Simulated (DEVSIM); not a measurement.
Device: Mo/SiO2/n-Ge capacitor, at 400 K.

```csv
layer (left to right),material,thickness (nm),Nd (cm⁻³)
1,SiO2,19.0,-
2,Ge,1900,1e17
```

Metal gate on the left, work function 4.6 eV. Fixed charge at the semiconductor interface 1.1e11 cm⁻² (in units of +e); no interface traps.

This is a model device: material constants are rounded textbook-type values typed into the input, and sizes, dopings and lifetimes were drawn at random. Values at 300 K; Nc and Nv go as T^1.5, mobilities as T to minus their exponent, the gap by Varshni's rule with the affinity fixed.

| parameter | SiO2 | Ge |
|---|---|---|
| gap (eV) | 9 | 0.664 |
| affinity (eV) | 0.9 | 4 |
| permittivity | 3.9 | 16 |
| Nc (cm⁻³) | - | 1.04e19 |
| Nv (cm⁻³) | - | 6e18 |
| Varshni α (eV/K) | - | 0.000477 |
| Varshni β (K) | - | 235 |

Model (solved in DEVSIM): 1D Poisson equation in equilibrium, Boltzmann statistics, complete ionisation; no quantum confinement or tunnelling. Metal contacts follow the ideal Schottky-Mott rule: no Fermi-level pinning, no interface dipoles.

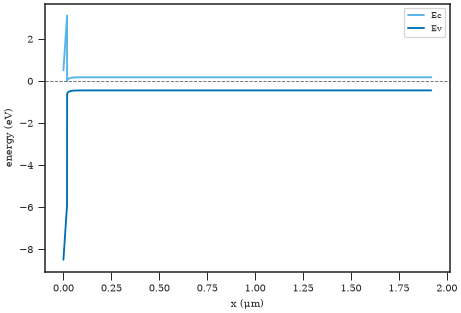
Band edges at 3.2 V on the gate

Energies count from the Fermi level of the right contact; mesh points crowd at the junctions.

```csv
x (μm),Ec (eV),Ev (eV),n (cm⁻³),p (cm⁻³),field (V/cm)
0.000,0.500,-8.500,< 1e2,< 1e2,1400000
0.001300,0.678,-8.322,< 1e2,< 1e2,1400000
0.004030,1.052,-7.948,< 1e2,< 1e2,1400000
0.009276,1.770,-7.230,< 1e2,< 1e2,1400000
0.01601,2.693,-6.307,< 1e2,< 1e2,1400000
0.01815,2.985,-6.015,< 1e2,< 1e2,1400000
0.01931,0.010,-0.614,1.2e19,1.7e11,300000
0.02204,0.063,-0.561,2.6e18,7.9e11,130000
0.02700,0.106,-0.518,7.5e17,2.7e12,59000
0.03849,0.145,-0.479,2.4e17,8.6e12,20000
0.06283,0.168,-0.456,1.2e17,1.7e13,3900
0.1508,0.175,-0.449,1.0e17,2.0e13,24
0.3075,0.175,-0.449,1.0e17,2.0e13,≈ 0
0.6707,0.175,-0.449,1.0e17,2.0e13,≈ 0
1.420,0.175,-0.449,1.0e17,2.0e13,≈ 0
1.691,0.175,-0.449,1.0e17,2.0e13,≈ 0
1.818,0.175,-0.449,1.0e17,2.0e13,≈ 0
1.873,0.175,-0.449,1.0e17,2.0e13,≈ 0
1.904,0.175,-0.449,1.0e17,2.0e13,≈ 0
1.913,0.175,-0.449,1.0e17,2.0e13,≈ 0
1.917,0.175,-0.449,1.0e17,2.0e13,≈ 0
1.919,0.175,-0.449,1.0e17,2.0e13,≈ 0
```
